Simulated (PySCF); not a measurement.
# SeOBr₂: relaxation and vibrations of the singlet

Aim: relax SeOBr₂ as a singlet from a PBE minimum start, check by its vibrations whether the end is a minimum, and collect its spectrum and constants.

Program: PySCF 2.14.0. Level of theory: PBE, basis Se def2-SVP, O def2-SVP, Br def2-SVP, no relativity, density fitting. These are calculated values, not measurements.

## (1) Where the work starts

4 atoms, charge 0, spin multiplicity 1.

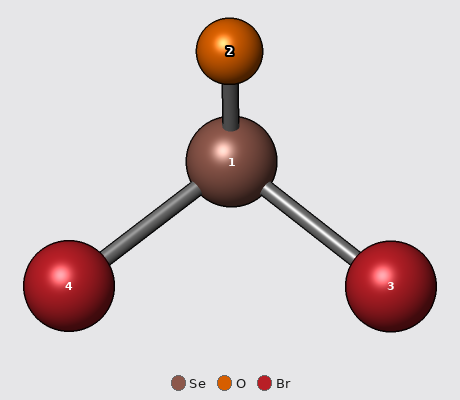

Start geometry, drawn with selenium brown, oxygen orange, bromine red; atoms are numbered from 1 in the order of the file.

Coordinates in bohr (charge 0 multiplicity 1):
```
Se    0.0000   -1.7669    0.0000
O    -2.8427   -2.9323    0.0000
Br    0.2881    1.1918   -3.5147
Br    0.2881    1.1918    3.5147
```

## (2) The SCF at the typed geometry

The steps below are one call of a driver around PySCF. For each, scf.py gives the equivalent set-up of the SCF; relaxations use the driver's own optimiser. After this first run the driver tries any further starts and a stability analysis.

Input file scf.py:

```python
from pyscf import gto, scf, dft
mol = gto.M(atom='''
Se     0.000000    -0.934990    -0.000000
O     -1.504270    -1.551710     0.000000
Br     0.152440     0.630660    -1.859880
Br     0.152440     0.630660     1.859880''',
    basis={'Se': 'def2-SVP', 'O': 'def2-SVP', 'Br': 'def2-SVP'},
    charge=0, spin=0)
mf = dft.RKS(mol, xc='PBE')
mf.grids.atom_grid = (50, 194)
aux = {'Se': 'def2-universal-JKFIT', 'O': 'def2-universal-JKFIT', 'Br': 'def2-universal-JKFIT'}
mf = mf.density_fit(auxbasis=aux)
mf.conv_tol = 1e-08
mf.diis_space = 10
mf.max_cycle = 60
mf.init_guess = 'minao'
mf.verbose = 4
mf.kernel()
```

Started as:

```bash
> OMP_NUM_THREADS=2 python axn.py task.json out
```

After this run come: Relaxation: PBE minimum start, singlet; Vibrations and properties at this point.

Q: Predict the outcome of this session. Wanted: minimum; geometry; wavenumbers; dipole moment; highest occupied, lowest empty level; polar-tensor charge of Se1; zero-point energy; atomisation energy.

**Answer**, as computed:

| quantity | value |
| --- | --- |
| minimum | singlet, Cs |
| geometry | Se–Br 2.436 Å (×2), Se–O 1.626 Å; Br–Se–Br 99.3°, Br–Se–O 107.5° (×2) |
| wavenumbers (cm⁻¹) | 83 (a'), 177 (a''), 199 (a'), 256 (a''), 267 (a'), 959 (a') |
| dipole moment | 1.89 D |
| highest occupied, lowest empty level | -7.23, -4.27 eV |
| polar-tensor charge of Se1 | +1.28 e |
| zero-point energy | 11.6 kJ/mol |
| entropy at 298.15 K | 351.6 J/(mol K) |
| atomisation energy (no zero-point energy) | 914 kJ/mol |

In words: The molecule stays Cs, as typed, and the end point is a minimum. The strongest infrared band lies at 256 cm⁻¹ (a'', mixed). Only this shape and spin were tried, so other structures or states may lie lower.
